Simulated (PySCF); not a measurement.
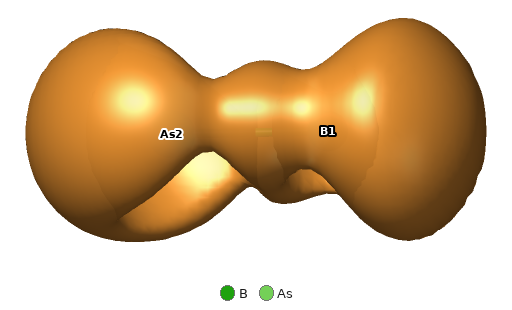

Figure. BAs (triplet). Isosurface of the ELF at 0.75 (orange), seen from one side. Core shells and regions of very low density are left out.

Computed with PySCF, PBE0/cc-pVDZ(-PP), non-relativistic Hamiltonian with scalar-relativistic core potentials where named, at a bond length of 1.860 Å.

**Where are the electrons localised?**

The ELF exceeds this value in one joined region spread over several atoms (As, B), in which their bonds and any lone pairs are merged.

Values along the shortest contacts:
B–As (1.86 Å): the ELF peaks at about 0.85 between the atoms; a covalent bond.
